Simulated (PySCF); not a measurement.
Input file:

```
import pyscf.grad
from pyscf import gto, dft

molecule = gto.Mole()
molecule.atom = [
    ('C', (-0.672204, -2.156247, -1.790184)),
    ('Ga', (-0.366421, -0.655556, -0.601908)),
    ('Si', (0.020691, 1.238502, 0.896781)),
    ('H', (-0.618259, -1.812789, -2.836526)),
    ('H', (0.097785, -2.925816, -1.615333)),
    ('H', (-1.669869, -2.582659, -1.593881)),
    ('H', (0.191434, 2.393990, -0.017586)),
    ('H', (-1.204773, 1.297211, 1.730496)),
    ('H', (1.247568, 0.865251, 1.642314)),
]
molecule.verbose = 3
molecule.basis = 'def2-tzvpd'
molecule.charge = 1
molecule.max_memory = 3720
molecule.build()

mf = dft.RKS(molecule)
mf.xc = 'pbe0'
mf = mf.density_fit(auxbasis='def2-universal-jkfit')
mf.grids.level = 3
mf.conv_tol = 1e-09
mf.max_cycle = 100
mf.kernel()
if not mf.converged:
    mf = mf.newton().run(mf.mo_coeff, mf.mo_occ)

etot = mf.e_tot
print(f'total energy: {etot:.8f} hartree')
grad = mf.Gradients().kernel()
mf.analyze()
```

Launched as:

```sh
OMP_NUM_THREADS=2 python run.py
```

Geometry: B3LYP-D3(BJ)/def2-SVP.

Theory: PySCF, Gaussian-basis quantum chemistry of an isolated molecule with PySCF, energy and nuclear gradient, functional PBE0.

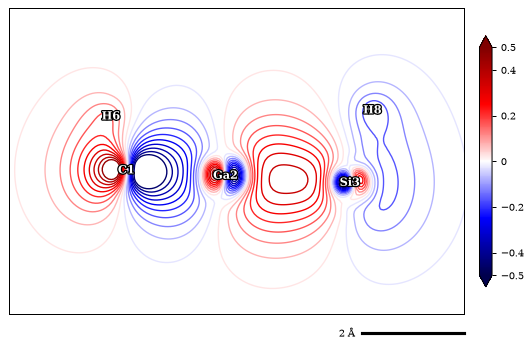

CH₆GaSi (SMILES [CH3][Ga+][SiH3]) (charge +1). The HOMO on the plane of atoms Ga2, C1 and H6 (values in Å⁻³ᐟ²; the overall sign is arbitrary).

Q: What is the character of this orbital?

A: By Hirshfeld shares it lies mainly on Ga2 (about 30 %), Si3 (about 30 %) and C1 (about 25 %). Its energy is −13.18 eV.
